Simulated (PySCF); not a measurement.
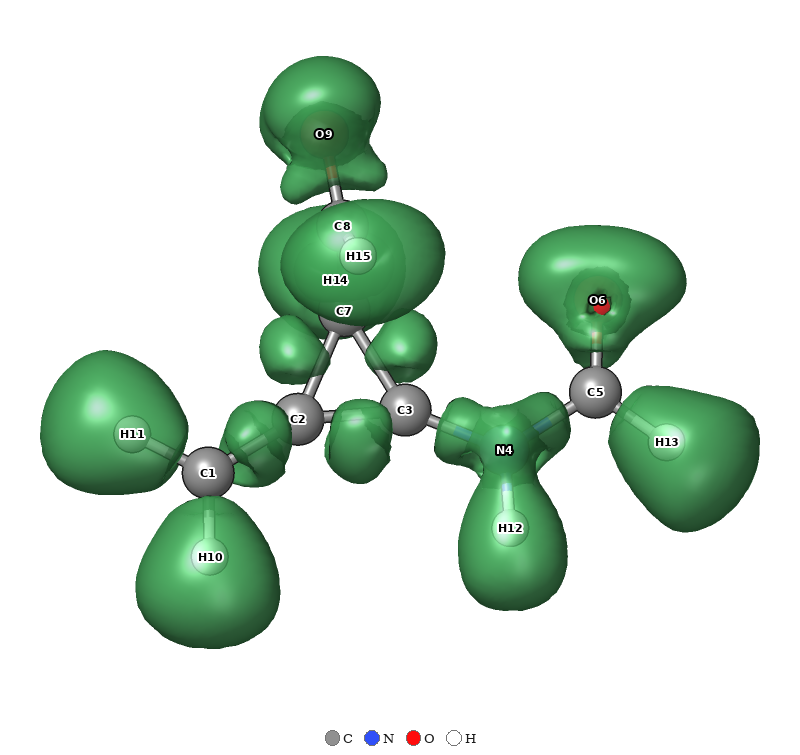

The picture shows: C6H6NO2 (doublet). Isosurface of the ELF at 0.75 (green), seen across its widest extent. Core shells and regions of very low density are left out.

Geometry: GFN2-xTB.

Computed with UKS B3LYP, pcH-1 on C H N O, non-relativistic, mean-field spin-orbit, GIAO (PySCF 2.14.0, density-fitted response routines).

```xyz
15

C    -1.3160   -1.9619    1.0694
C    -0.7528   -0.9483    0.4058
C     0.2420   -0.3640   -0.3111
N     1.4833   -0.3658   -0.8320
C     2.0509    0.7045   -1.4848
O     1.5122    1.7645   -1.6624
C    -0.9493    0.4896   -0.0653
C    -0.8929    1.5746    0.9380
O    -1.6032    2.5403    0.9478
H    -0.8094   -2.9053    1.1746
H    -2.2899   -1.8628    1.5116
H     2.0175   -1.2214   -0.7353
H     3.0718    0.4615   -1.8234
H    -1.6400    0.6955   -0.8792
H    -0.1287    1.4071    1.7244
```

Identify the bonds, lone pairs and shells in this picture.

At this value the surface marks out five regions between bonded C–C atoms (shared pairs), six regions around hydrogen nuclei and two regions on O in which the atom's valence shell and bonds are merged.

Values along the shortest contacts:
C–O (1.20 Å): the ELF peaks at about 0.85 between the atoms: a short, multiple covalent bond. C–C (1.34 Å): the ELF peaks at about 0.95 between the atoms (a short, multiple covalent bond).
